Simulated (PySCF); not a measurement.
# C6H5F3NP: the cost of one run

Programs: PySCF 2.14.0, with routines of our own; each step states its level. All values are computed. Atoms count from 0.

## (1) The system as given

16 atoms, charge 0, multiplicity 1; geometry from: GFN2-xTB.

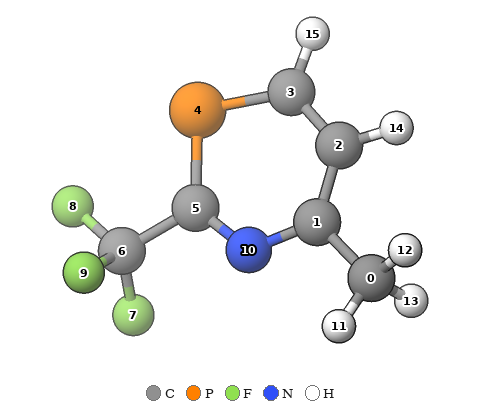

The starting geometry (carbon grey, phosphorus orange, fluorine green, nitrogen blue, hydrogen white).

## (2) Magnetic properties: GIAO wB97X-D/pcSseg-1

What the job is given:

```
{"job": {"kind": "mag", "xc": "wB97X-D", "basis": "pcSseg-1", "isotopologues": 0}, "charge": 0, "multiplicity": 1}
C     -2.067271    -1.247004    -0.163511
C     -0.992189    -0.217184    -0.050278
C     -1.306263     1.139433     0.091643
C     -0.350826     2.120556     0.206728
P      1.373062     1.852548     0.207592
C      1.294812     0.113685     0.029933
C      2.616137    -0.608716    -0.020504
F      2.714886    -1.585902     0.889603
F      3.636270     0.238036     0.212714
F      2.855340    -1.169493    -1.215692
N      0.247679    -0.670432    -0.076432
H     -1.662199    -2.148645    -0.612849
H     -2.900961    -0.876806    -0.754756
H     -2.437979    -1.497758     0.830249
H     -2.351630     1.417506     0.107345
H     -0.676467     3.149121     0.306804
```

With the program's defaults for keys left out, this is: GIAO wB97X-D/pcSseg-1 magnetisability, rotational g tensor and spin-rotation constants, non-relativistic, gas phase.

Command:

```
$ OMP_NUM_THREADS=1 python excited_run.py task.json out
```

The driver reads the jobs from task.json and runs them one after another.

**Question.** How long does this first job take on 1 thread of Arm Neoverse V2, shared host, and how much memory does it need?

About 78 s, with a peak of 1.1 GiB.
